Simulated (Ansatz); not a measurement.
# TiC: pressure series

Start from TiC in the rock salt structure (space group Fm-3m, No. 225).

TiC is modelled in the cubic space group Fm-3m (No. 225), the rock salt structure, Pearson symbol cF8. Lattice parameters: a = 4.328 Å, b = 4.328 Å, c = 4.328 Å, α = 90.00°, β = 90.00°, γ = 90.00°. C on 4a sees 6 Ti at 2.164 Å (octahedral). Ti on 4b is coordinated by 6 C at 2.164 Å and 12 Ti at 3.060 Å. (Neighbours: up to the widest gap in distance over summed covalent radii, below 1.35, at either atom; cation-cation and far metal-metal contacts left out.)
(The calculation used a cell of 2 atoms; values per cell refer to that cell.)

Cell and atoms are relaxed at each pressure.

All numbers come from r2SCAN (Ansatz, a quantum-chemistry and plane-wave program), scalar-relativistic without spin-orbit coupling.

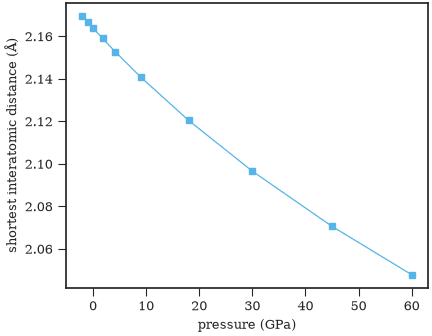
Figure. Shortest interatomic distance against pressure

### Question
From the plot, what is the shortest interatomic distance for pressure 60 GPa?

### Answer
About 2.05 Å.

### Question
Is the trend monotonic over the range shown?

### Answer
Yes, it falls throughout, spanning 2.048 Å to 2.170 Å.

Load acts through the strain it causes; cell and atoms are relaxed under it. Stability against distortions was not tested. No other phases were tried under pressure. All final runs are without spin polarisation.
